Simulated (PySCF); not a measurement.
## Electronic structure of C₆H₉NSi (SMILES C=Cc1cccn1[SiH3]) in real space

The calculation's input:

```
{"job": {"kind": "nmr", "xc": "PBE0", "basis": "pcSseg-1", "pop": false}, "charge": 0, "multiplicity": 1}
C      2.239600    -0.973800    -0.546600
C      1.268900    -0.184200    -0.217000
C     -0.163200    -0.530000    -0.053700
C     -0.783700    -1.760600     0.114100
C     -2.094100    -1.552500     0.371100
C     -2.242200    -0.210600     0.429900
N     -1.071400     0.480000     0.175800
Si    -0.818200     2.258000     0.245400
H      3.194700    -0.571000    -0.605500
H      2.130900    -2.000000    -0.699600
H      1.497700     0.929500    -0.055800
H     -0.278800    -2.702400     0.218300
H     -2.924800    -2.237500     0.504500
H     -3.306300     0.325300     0.510800
H      0.052000     2.539600     1.347900
H     -0.368800     2.810100    -1.050300
H     -2.220700     2.647300     0.548700
```

Launched as:

```sh
OMP_NUM_THREADS=1 python probes_run.py task.json out
```

Geometry: GFN2-xTB, MD frame at 250 fs, 400 K.

Computed with PBE0/pcSseg-1, SCF density, gas phase, non-relativistic in PySCF 2.14.0.

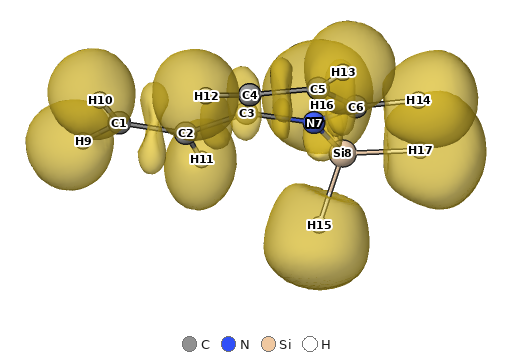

Figure 1. Isosurface of the ELF at 0.85 (yellow), seen from one side. Core shells and regions of very low density are left out.

### What do the ELF domains correspond to?

The surface consists of five regions between bonded C–C atoms (shared pairs), two regions between bonded C–N atoms (shared pairs), one region between bonded N–Si atoms (shared pairs) and nine regions around hydrogen nuclei. Along the contacts the grid gives the following. C–C (1.29 Å): the ELF peaks at about 0.90 between the atoms: a multiple bond. C–N (1.38 Å): the ELF peaks at about 0.90 between the atoms; a covalent bond.

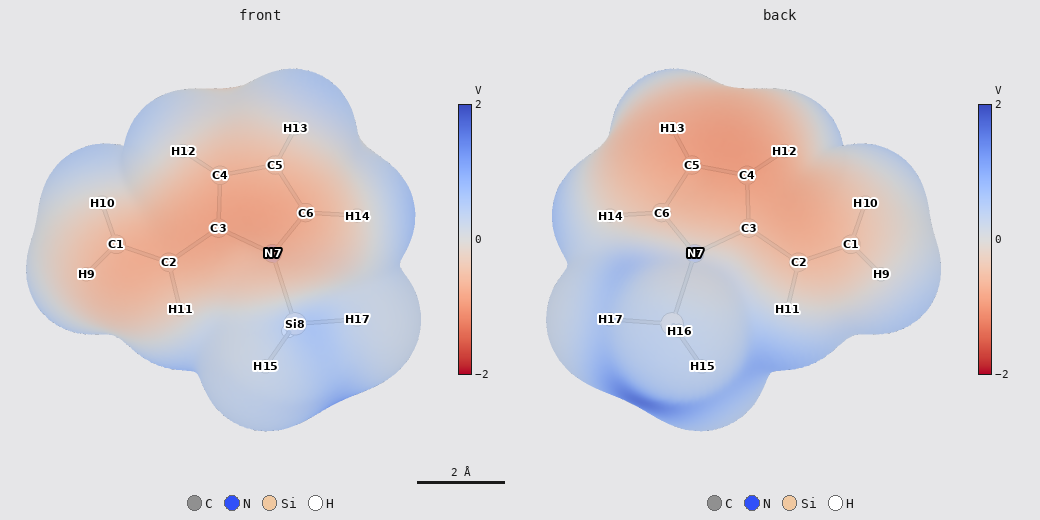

Figure 2. The molecular electrostatic potential painted on the density surface at 0.001 e/bohr³, seen from the front and from behind; red is negative and blue positive.

### Describe the electrostatic potential map.

The most negative region (about −1.0 V) lies over the π face of C3, C4 and C5, the most positive (about +1.5 V) over Si8.

### How polar is the molecule by this calculation?

Its dipole moment is 1.73 D.

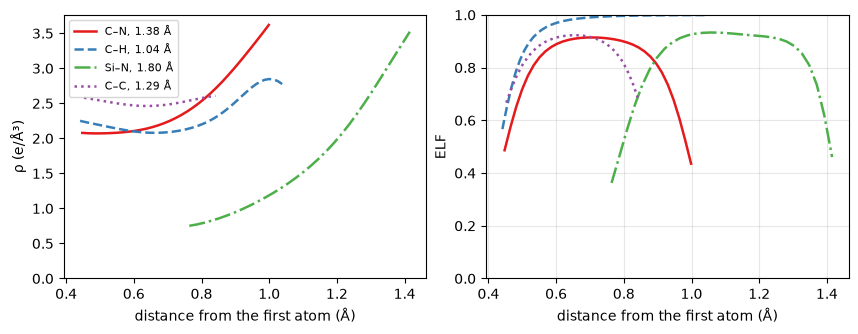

Figure 3. Electron density and electron localisation function along straight lines between neighbouring atoms. The curves leave out the atomic cores.

### Compare the contacts.

C–N (1.38 Å): the density is about 2.2 e/Å³ at the midpoint; the ELF peaks at about 0.90 between the atoms; localised, covalent bonding.
C–H (1.04 Å): ρ at the midpoint is about 2.2 e/Å³; the ELF climbs to about 1 towards the hydrogen, as it does in any bond to H: a covalent bond by its length.
Si–N (1.80 Å): ρ at the midpoint is about 0.94 e/Å³; the ELF peaks at about 0.95 between the atoms (a polar covalent bond).
C–C (1.29 Å): the density is about 2.5 e/Å³ at the midpoint; the ELF peaks at about 0.90 between the atoms (a multiple bond).
